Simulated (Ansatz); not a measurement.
**C2H5AlO: geometry relaxation (part 1 of 2)**

C2H5AlO, computed with HF/6-31G*, RHF (Ansatz 0.2.0).

The geometry comes from this level: PBE0-D4/def2-TZVP. Figures and captions count atoms from 1; the log counts them from 0 in places.

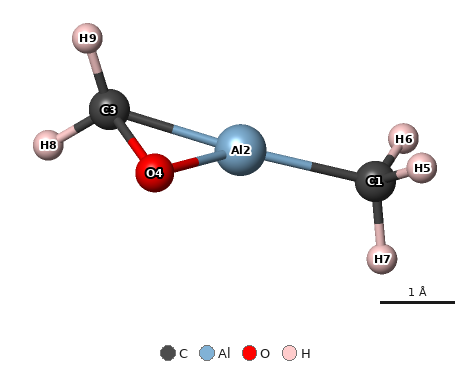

Figure 1. The structure as given in the input (ball-and-stick view, seen at a tilt; atoms are numbered from 1 in the order of the input). Sticks mark near contacts.

### Key numbers

| quantity | value |
| --- | --- |
| outcome | converged |
| total energy | −395.375643 hartree |
| basis functions | 74 |
| largest force | 0.001 eV/Å |
| SCF solution under orbital rotations | stable |
| HOMO | −8.95 eV |
| LUMO | 2.25 eV |
| dipole moment | 3.65 D |
| hardware | 1 thread of Arm Neoverse V2, 24 GiB of memory available, shared host |
| wall time | 62 s |
| peak memory | 0.13 GiB |

### Input file
```yaml
crystal:
  periodic: [false, false, false]
  atoms:
    - {symbol: C, position_ang: [-0.670900, 1.320200, -1.081500]}
    - {symbol: Al, position_ang: [0.051300, -0.076700, 0.044200]}
    - {symbol: C, position_ang: [0.678700, -1.280200, 1.349300]}
    - {symbol: O, position_ang: [0.789300, -1.609500, -0.097900]}
    - {symbol: H, position_ang: [0.039700, 1.575000, -1.872100]}
    - {symbol: H, position_ang: [-0.900200, 2.226000, -0.517500]}
    - {symbol: H, position_ang: [-1.591200, 0.976800, -1.562100]}
    - {symbol: H, position_ang: [0.038500, -1.980500, 1.887700]}
    - {symbol: H, position_ang: [1.653200, -1.197400, 1.832800]}
basis:
  gaussian:
    orbitals: "6-31G*"
hamiltonian:
  xc: hf
relax:
  f_tol: 0.002
output:
  orbitals: {seedname: orbitals}
```

Launch command:
```bash
ansatz run molecule.yaml --threads 1 --pin off --max-ram 3480MiB --events-out events.jsonl --progress --plain --runs-dir runs
```

### What the program printed
```
The last accepted step is kept in runs//last_step.txt (removed where the run ends without a failure and the disk answers)
Functional definition: HF
  name "HF"
  exchange = exact_x
  correlation = 0
802 factors; integrals over basis functions are off by at most 3.9e-4 eV
mean field evaluation 1: about -10754.8257 eV, gradient 4.1e1 eV
mean field evaluation 2: about -10754.8725 eV, gradient 4.1e1 eV
mean field evaluation 4: about -10758.6477 eV, gradient 3.7e0 eV
mean field evaluation 8: about -10758.7014 eV, gradient 3.9e-4 eV
mean field -10758.70139687 eV, -395.3749838252 hartree, gradient 1.4e-5 eV, S^2 0.000000; 0 other end points of the search recorded, 0 dependent functions left out
the calculation of the forces begins
reference -10758.70139687 eV, -395.3749838252 hartree; 19, 19 occupied and 55, 55 virtual orbitals, 802 factors
relax step   1: F+E_penalty+E_count = -10758.70139687 eV  Δ(F+E_penalty+E_count) = +0.000e0 eV  max|allowed force component| = 5.188e-1 eV/Å  Δτ_max = 0.0000 Å  (34 SCF iters, accepted)
these checks for a lower state are left out or cut short: starts, cluster_reference, orbital_swaps, neighbouring_geometries, increment
802 factors; integrals over basis functions are off by at most 3.8e-4 eV
mean field evaluation 16: about -10758.7159 eV, gradient 1.0e-3 eV
mean field -10758.71594390 eV, -395.3755184187 hartree, gradient 1.3e-5 eV, S^2 0.000000; 0 other end points of the search recorded, 0 dependent functions left out
[... from here on the field's lines of each further geometry are left out, up to the last ...]
relax step   2: F+E_penalty+E_count = -10758.71594390 eV  Δ(F+E_penalty+E_count) = -1.455e-2 eV  max|allowed force component| = 2.262e-1 eV/Å  Δτ_max = 0.0237 Å  (34 SCF iters, accepted)
relax step   3: F+E_penalty+E_count = -10758.71850071 eV  Δ(F+E_penalty+E_count) = -2.557e-3 eV  max|allowed force component| = 6.966e-2 eV/Å  Δτ_max = 0.0110 Å  (28 SCF iters, accepted)
relax step   4: F+E_penalty+E_count = -10758.71888301 eV  Δ(F+E_penalty+E_count) = -3.823e-4 eV  max|allowed force component| = 1.154e-2 eV/Å  Δτ_max = 0.0082 Å  (27 SCF iters, accepted)
relax step   5: F+E_penalty+E_count = -10758.71893082 eV  Δ(F+E_penalty+E_count) = -4.781e-5 eV  max|allowed force component| = 2.100e-2 eV/Å  Δτ_max = 0.0058 Å  (26 SCF iters, accepted)
relax step   6: F+E_penalty+E_count = -10758.71894950 eV  Δ(F+E_penalty+E_count) = -1.869e-5 eV  max|allowed force component| = 5.910e-3 eV/Å  Δτ_max = 0.0017 Å  (25 SCF iters, accepted)
relax step   7: F+E_penalty+E_count = -10758.71895212 eV  Δ(F+E_penalty+E_count) = -2.618e-6 eV  max|allowed force component| = 1.873e-3 eV/Å  Δτ_max = 0.0016 Å  (25 SCF iters, accepted)
relax step   8: F+E_penalty+E_count = -10758.71895401 eV  Δ(F+E_penalty+E_count) = -1.894e-6 eV  max|allowed force component| = 2.494e-3 eV/Å  Δτ_max = 0.0029 Å  (26 SCF iters, accepted)
relax step   9: F+E_penalty+E_count = -10758.71895582 eV  Δ(F+E_penalty+E_count) = -1.808e-6 eV  max|allowed force component| = 5.439e-3 eV/Å  Δτ_max = 0.0036 Å  (26 SCF iters, accepted)
relax step  10: F+E_penalty+E_count = -10758.71896061 eV  Δ(F+E_penalty+E_count) = -4.785e-6 eV  max|allowed force component| = 1.089e-2 eV/Å  Δτ_max = 0.0160 Å  (34 SCF iters, accepted)
relax step  11: F+E_penalty+E_count = -10758.71896572 eV  Δ(F+E_penalty+E_count) = -5.114e-6 eV  max|allowed force component| = 7.959e-3 eV/Å  Δτ_max = 0.0022 Å  (25 SCF iters, accepted)
relax step  12: F+E_penalty+E_count = -10758.71898132 eV  Δ(F+E_penalty+E_count) = -1.559e-5 eV  max|allowed force component| = 8.231e-3 eV/Å  Δτ_max = 0.0160 Å  (34 SCF iters, accepted)
relax step  13: F+E_penalty+E_count = -10758.71898970 eV  Δ(F+E_penalty+E_count) = -8.386e-6 eV  max|allowed force component| = 1.121e-2 eV/Å  Δτ_max = 0.0143 Å  (34 SCF iters, accepted)
relax step  14: F+E_penalty+E_count = -10758.71899788 eV  Δ(F+E_penalty+E_count) = -8.181e-6 eV  max|allowed force component| = 1.127e-2 eV/Å  Δτ_max = 0.0074 Å  (26 SCF iters, accepted)
relax step  15: F+E_penalty+E_count = -10758.71901425 eV  Δ(F+E_penalty+E_count) = -1.637e-5 eV  max|allowed force component| = 1.198e-2 eV/Å  Δτ_max = 0.0177 Å  (34 SCF iters, accepted)
relax step  16: F+E_penalty+E_count = -10758.71902618 eV  Δ(F+E_penalty+E_count) = -1.193e-5 eV  max|allowed force component| = 1.364e-2 eV/Å  Δτ_max = 0.0121 Å  (27 SCF iters, accepted)
relax step  17: F+E_penalty+E_count = -10758.71903941 eV  Δ(F+E_penalty+E_count) = -1.323e-5 eV  max|allowed force component| = 1.460e-2 eV/Å  Δτ_max = 0.0141 Å  (34 SCF iters, accepted)
relax step  18: F+E_penalty+E_count = -10758.71905095 eV  Δ(F+E_penalty+E_count) = -1.154e-5 eV  max|allowed force component| = 1.608e-2 eV/Å  Δτ_max = 0.0131 Å  (34 SCF iters, accepted)
relax step  19: F+E_penalty+E_count = -10758.71906804 eV  Δ(F+E_penalty+E_count) = -1.708e-5 eV  max|allowed force component| = 1.681e-2 eV/Å  Δτ_max = 0.0120 Å  (27 SCF iters, accepted)
relax step  20: F+E_penalty+E_count = -10758.71908702 eV  Δ(F+E_penalty+E_count) = -1.898e-5 eV  max|allowed force component| = 2.046e-2 eV/Å  Δτ_max = 0.0118 Å  (26 SCF iters, accepted)
relax step  21: F+E_penalty+E_count = -10758.71911034 eV  Δ(F+E_penalty+E_count) = -2.332e-5 eV  max|allowed force component| = 1.697e-2 eV/Å  Δτ_max = 0.0186 Å  (33 SCF iters, accepted)
relax step  22: F+E_penalty+E_count = -10758.71912590 eV  Δ(F+E_penalty+E_count) = -1.557e-5 eV  max|allowed force component| = 2.279e-2 eV/Å  Δτ_max = 0.0225 Å  (33 SCF iters, accepted)
relax step  23: F+E_penalty+E_count = -10758.71914221 eV  Δ(F+E_penalty+E_count) = -1.631e-5 eV  max|allowed force component| = 2.258e-2 eV/Å  Δτ_max = 0.0074 Å  (26 SCF iters, accepted)
relax step  24: F+E_penalty+E_count = -10758.71916023 eV  Δ(F+E_penalty+E_count) = -1.803e-5 eV  max|allowed force component| = 2.119e-2 eV/Å  Δτ_max = 0.0132 Å  (34 SCF iters, accepted)
relax step  25: F+E_penalty+E_count = -10758.71908521 eV  Δ(F+E_penalty+E_count) = +7.503e-5 eV  max|allowed force component| = 4.127e-2 eV/Å  Δτ_max = 0.0491 Å  (33 SCF iters, rejected (line search))
relax step  26: F+E_penalty+E_count = -10758.71918900 eV  Δ(F+E_penalty+E_count) = -2.877e-5 eV  max|allowed force component| = 1.818e-2 eV/Å  Δτ_max = 0.0246 Å  (33 SCF iters, accepted)
relax step  27: F+E_penalty+E_count = -10758.71919265 eV  Δ(F+E_penalty+E_count) = -3.655e-6 eV  max|allowed force component| = 2.195e-2 eV/Å  Δτ_max = 0.0195 Å  (34 SCF iters, accepted)
relax step  28: F+E_penalty+E_count = -10758.71921063 eV  Δ(F+E_penalty+E_count) = -1.797e-5 eV  max|allowed force component| = 1.599e-2 eV/Å  Δτ_max = 0.0007 Å  (22 SCF iters, accepted)
relax step  29: F+E_penalty+E_count = -10758.71922329 eV  Δ(F+E_penalty+E_count) = -1.266e-5 eV  max|allowed force component| = 2.650e-3 eV/Å  Δτ_max = 0.0020 Å  (25 SCF iters, accepted)
relax step  30: F+E_penalty+E_count = -10758.71923297 eV  Δ(F+E_penalty+E_count) = -9.676e-6 eV  max|allowed force component| = 1.629e-3 eV/Å  Δτ_max = 0.0097 Å  (27 SCF iters, accepted)
relax step  31: F+E_penalty+E_count = -10758.71845314 eV  Δ(F+E_penalty+E_count) = +7.798e-4 eV  max|allowed force component| = 1.055e-1 eV/Å  Δτ_max = 0.0803 Å  (32 SCF iters, rejected (line search))
relax step  32: F+E_penalty+E_count = -10758.71924644 eV  Δ(F+E_penalty+E_count) = -1.347e-5 eV  max|allowed force component| = 5.727e-3 eV/Å  Δτ_max = 0.0158 Å  (34 SCF iters, accepted)
relax step  33: F+E_penalty+E_count = -10758.71920802 eV  Δ(F+E_penalty+E_count) = +3.842e-5 eV  max|allowed force component| = 3.026e-2 eV/Å  Δτ_max = 0.0357 Å  (33 SCF iters, rejected (line search))
relax step  34: F+E_penalty+E_count = -10758.71925743 eV  Δ(F+E_penalty+E_count) = -1.099e-5 eV  max|allowed force component| = 6.942e-3 eV/Å  Δτ_max = 0.0136 Å  (34 SCF iters, accepted)
relax step  35: F+E_penalty+E_count = -10758.71925571 eV  Δ(F+E_penalty+E_count) = +1.719e-6 eV  max|allowed force component| = 1.675e-2 eV/Å  Δτ_max = 0.0244 Å  (33 SCF iters, rejected (line search))
relax step  36: F+E_penalty+E_count = -10758.71926725 eV  Δ(F+E_penalty+E_count) = -9.820e-6 eV  max|allowed force component| = 7.134e-3 eV/Å  Δτ_max = 0.0118 Å  (27 SCF iters, accepted)
relax step  37: F+E_penalty+E_count = -10758.71927003 eV  Δ(F+E_penalty+E_count) = -2.785e-6 eV  max|allowed force component| = 1.449e-2 eV/Å  Δτ_max = 0.0244 Å  (33 SCF iters, accepted)
relax step  38: F+E_penalty+E_count = -10758.71927900 eV  Δ(F+E_penalty+E_count) = -8.970e-6 eV  max|allowed force component| = 9.819e-3 eV/Å  Δτ_max = 0.0039 Å  (26 SCF iters, accepted)
relax step  39: F+E_penalty+E_count = -10758.71928486 eV  Δ(F+E_penalty+E_count) = -5.854e-6 eV  max|allowed force component| = 5.270e-3 eV/Å  Δτ_max = 0.0009 Å  (22 SCF iters, accepted)
relax step  40: F+E_penalty+E_count = -10758.71928487 eV  Δ(F+E_penalty+E_count) = -1.059e-8 eV  max|allowed force component| = 5.309e-3 eV/Å  Δτ_max = 0.0000 Å  (19 SCF iters, accepted)
relax step  41: F+E_penalty+E_count = -10758.71929219 eV  Δ(F+E_penalty+E_count) = -7.320e-6 eV  max|allowed force component| = 2.775e-3 eV/Å  Δτ_max = 0.0093 Å  (27 SCF iters, accepted)
relax step  42: F+E_penalty+E_count = -10758.71925766 eV  Δ(F+E_penalty+E_count) = +3.453e-5 eV  max|allowed force component| = 2.931e-2 eV/Å  Δτ_max = 0.0428 Å  (33 SCF iters, rejected (line search))
relax step  43: F+E_penalty+E_count = -10758.71930185 eV  Δ(F+E_penalty+E_count) = -9.662e-6 eV  max|allowed force component| = 7.608e-3 eV/Å  Δτ_max = 0.0209 Å  (33 SCF iters, accepted)
relax step  44: F+E_penalty+E_count = -10758.71930626 eV  Δ(F+E_penalty+E_count) = -4.405e-6 eV  max|allowed force component| = 7.235e-3 eV/Å  Δτ_max = 0.0089 Å  (26 SCF iters, accepted)
relax step  45: F+E_penalty+E_count = -10758.71931267 eV  Δ(F+E_penalty+E_count) = -6.411e-6 eV  max|allowed force component| = 9.275e-3 eV/Å  Δτ_max = 0.0176 Å  (34 SCF iters, accepted)
relax step  46: F+E_penalty+E_count = -10758.71931656 eV  Δ(F+E_penalty+E_count) = -3.894e-6 eV  max|allowed force component| = 7.345e-3 eV/Å  Δτ_max = 0.0049 Å  (26 SCF iters, accepted)
relax step  47: F+E_penalty+E_count = -10758.71932062 eV  Δ(F+E_penalty+E_count) = -4.058e-6 eV  max|allowed force component| = 6.095e-3 eV/Å  Δτ_max = 0.0021 Å  (25 SCF iters, accepted)
relax step  48: F+E_penalty+E_count = -10758.71932553 eV  Δ(F+E_penalty+E_count) = -4.911e-6 eV  max|allowed force component| = 4.615e-3 eV/Å  Δτ_max = 0.0080 Å  (26 SCF iters, accepted)
relax step  49: F+E_penalty+E_count = -10758.71933127 eV  Δ(F+E_penalty+E_count) = -5.740e-6 eV  max|allowed force component| = 5.757e-3 eV/Å  Δτ_max = 0.0197 Å  (33 SCF iters, accepted)
relax step  50: F+E_penalty+E_count = -10758.71933345 eV  Δ(F+E_penalty+E_count) = -2.181e-6 eV  max|allowed force component| = 7.374e-3 eV/Å  Δτ_max = 0.0115 Å  (27 SCF iters, accepted)
relax step  51: F+E_penalty+E_count = -10758.71933598 eV  Δ(F+E_penalty+E_count) = -2.530e-6 eV  max|allowed force component| = 6.203e-3 eV/Å  Δτ_max = 0.0037 Å  (26 SCF iters, accepted)
relax step  52: F+E_penalty+E_count = -10758.71933913 eV  Δ(F+E_penalty+E_count) = -3.146e-6 eV  max|allowed force component| = 4.063e-3 eV/Å  Δτ_max = 0.0106 Å  (26 SCF iters, accepted)
relax step  53: F+E_penalty+E_count = -10758.71933799 eV  Δ(F+E_penalty+E_count) = +1.142e-6 eV  max|allowed force component| = 8.573e-3 eV/Å  Δτ_max = 0.0214 Å  (33 SCF iters, rejected (line search))
relax step  54: F+E_penalty+E_count = -10758.71934135 eV  Δ(F+E_penalty+E_count) = -2.219e-6 eV  max|allowed force component| = 3.271e-3 eV/Å  Δτ_max = 0.0105 Å  (27 SCF iters, accepted)
relax step  55: F+E_penalty+E_count = -10758.71934182 eV  Δ(F+E_penalty+E_count) = -4.774e-7 eV  max|allowed force component| = 4.353e-3 eV/Å  Δτ_max = 0.0098 Å  (26 SCF iters, accepted)
relax step  56: F+E_penalty+E_count = -10758.71934258 eV  Δ(F+E_penalty+E_count) = -7.537e-7 eV  max|allowed force component| = 3.418e-3 eV/Å  Δτ_max = 0.0002 Å  (21 SCF iters, accepted)
relax step  57: F+E_penalty+E_count = -10758.71934344 eV  Δ(F+E_penalty+E_count) = -8.666e-7 eV  max|allowed force component| = 1.726e-3 eV/Å  Δτ_max = 0.0034 Å  (26 SCF iters, accepted)
the calculation of the forces begins
reference -10758.71934402 eV, -395.3756433709 hartree; 19, 19 occupied and 55, 55 virtual orbitals, 802 factors
relax step  58: F+E_penalty+E_count = -10758.71934402 eV  Δ(F+E_penalty+E_count) = -5.757e-7 eV  max|allowed force component| = 9.236e-4 eV/Å  Δτ_max = 0.0070 Å  (26 SCF iters, accepted)
```

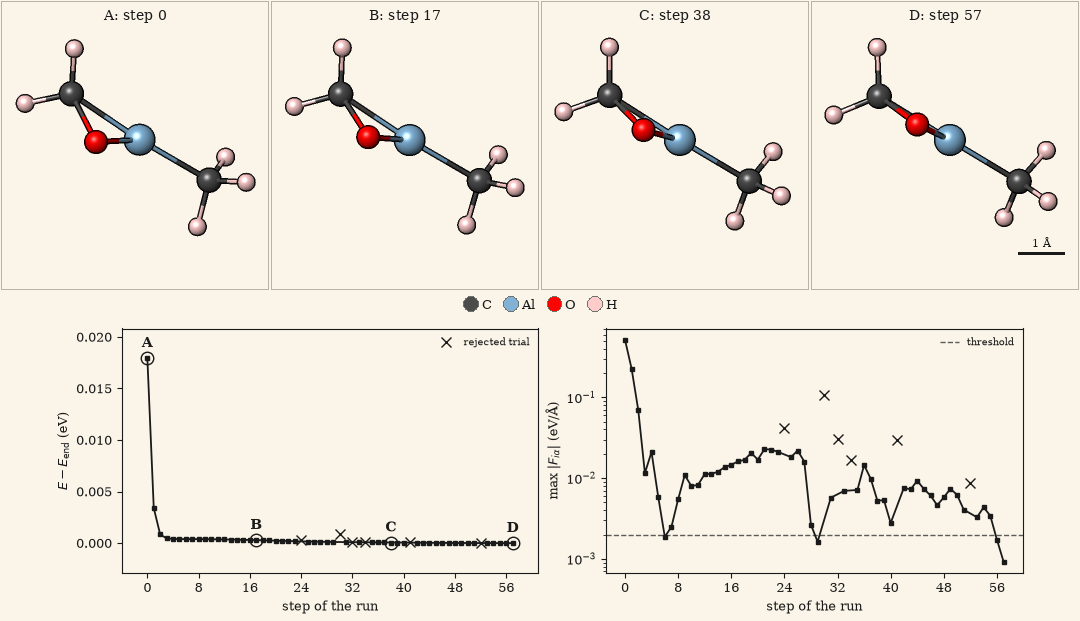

Figure 2. Frames of the relaxation (ball-and-stick view, seen at a tilt) above the curves, on which the letters mark them (the first geometry is step 0 here and step 1 in the log).

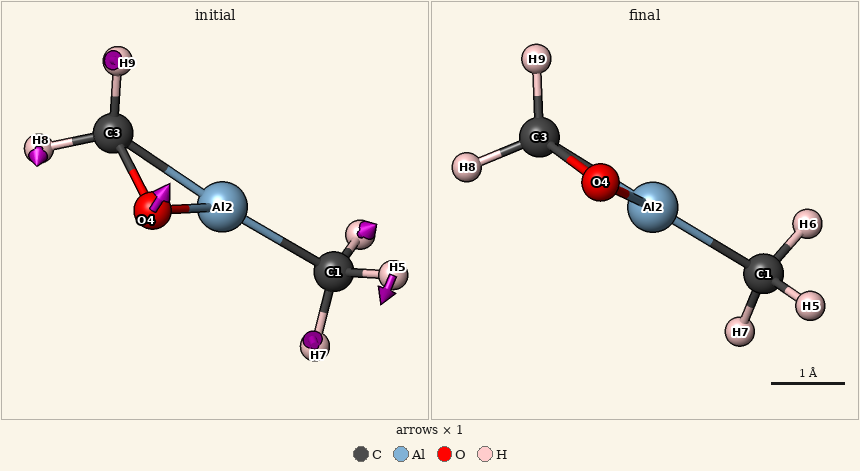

Figure 3. Before (left) and after (right) the relaxation, at one scale (ball-and-stick view, seen at a tilt). The pink arrows give the displacements, at true length. The largest move after the best rigid fit is that of O4, 0.47 Å. By element the largest moves are O 0.47 Å, H 0.46 Å, C 0.08 Å, Al 0.04 Å. Among the contacts that change: C1–Al2 1.934 → 1.953 Å, C3–O4 1.488 → 1.474 Å, Al2–O4 1.707 → 1.697 Å, C3–H8 1.091 → 1.081 Å. Among the angles that change: C1–Al2–O4 139.6° → 142.3°, C1–Al2–C3 171.7° → 169.5°. The energy falls by 0.018 eV in 57 geometry steps. Largest force component: 0.52 eV/Å at the start, 0.00092 eV/Å at the end. The line search rejected the trial steps at points 24, 30, 32, 34, 41, 52 (counted from 0) and went back. (Atoms are counted from 1 in the order of the input.)

```
802 factors; integrals over basis functions are off by at most 4.1e-4 eV
mean field -10758.71934402 eV, -395.3756433709 hartree, gradient 2.2e-5 eV, S^2 0.000000; 1 other end points of the search recorded, 0 dependent functions left out
the calculation of the forces begins
reference -10758.71934402 eV, -395.3756433709 hartree; 19, 19 occupied and 55, 55 virtual orbitals, 802 factors
Total energy: -10758.71934402 eV, -395.3756433709 hartree
Atom 0 at    -0.690297     1.310961    -1.099891 Å, force    -0.000143    -0.000588     0.000008 eV/Å
Atom 1 at     0.077077    -0.092600     0.019918 Å, force     0.000420     0.000924     0.000470 eV/Å
Atom 2 at     0.612823    -1.323604     1.348195 Å, force    -0.000250     0.000159    -0.000077 eV/Å
Atom 3 at     1.191012    -1.373072    -0.007025 Å, force     0.000237    -0.000564    -0.000427 eV/Å
Atom 4 at    -0.253817     1.302540    -2.094161 Å, force    -0.000006     0.000060    -0.000232 eV/Å
Atom 5 at    -0.522045     2.294636    -0.669346 Å, force     0.000089     0.000154     0.000128 eV/Å
Atom 6 at    -1.764719     1.185292    -1.206236 Å, force    -0.000377     0.000209    -0.000238 eV/Å
Atom 7 at     0.075444    -2.229869     1.591348 Å, force     0.000009    -0.000410     0.000073 eV/Å
Atom 8 at     1.362921    -1.120583     2.100097 Å, force     0.000021     0.000057     0.000295 eV/Å
Dipole moment:    -0.480892     0.586243    -0.061790 e Å
```

### Trajectory as extended XYZ (Å, eV, eV/Å), 23 of the 58 frames kept, from step=1 to step=58
```
9
Properties=species:S:1:pos:R:3:forces:R:3 step=1 energy=-10758.70140
C    -0.6709    1.3202   -1.0815   -0.1573   0.2899  -0.1871
Al    0.0513   -0.0767    0.0442    0.1927  -0.3882  -0.0526
C     0.6787   -1.2802    1.3493    0.1039  -0.2055   0.0816
O     0.7893   -1.6095   -0.0979   -0.1166   0.2760   0.5188
H     0.0397    1.5750   -1.8721   -0.1894  -0.0111   0.1483
H    -0.9002    2.2260   -0.5175    0.0251  -0.1447  -0.1754
H    -1.5912    0.9768   -1.5621    0.1839   0.1283   0.0670
H     0.0385   -1.9805    1.8877    0.2713   0.1691  -0.2101
H     1.6532   -1.1974    1.8328   -0.3137  -0.1140  -0.1905
```
